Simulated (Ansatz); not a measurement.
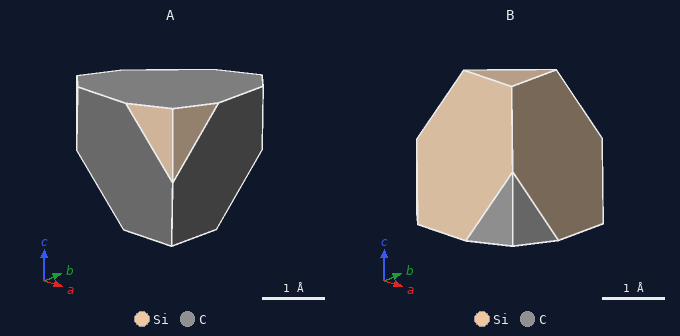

Computed Voronoi cells of the 2 sites of this structure, drawn to one scale and in one orientation; each face has the colour of the neighbour behind it.

SiC, space group P6_3mc (No. 186), a = 3.011 Å, b = 3.011 Å, c = 4.938 Å, α = 90.00°, β = 90.00°, γ = 120.00°

```json
{"site": "Si", "Wyckoff": "2b", "x": "0.6667", "y": "0.3333", "z": "0.4996"}
{"site": "C", "Wyckoff": "2b", "x": "0.6667", "y": "0.3333", "z": "0.8754"}
```

Source: the geometry relaxed (final pressure about 20 GPa) with DFT, PAW plane waves, pbe in Ansatz.

**Which cell belongs to which site?**

A is Si (11 faces above 1 % of the solid angle, 9.7 Å³, mostly facing C); B is C (11 faces above 1 % of the solid angle, 9.7 Å³, mostly facing Si).
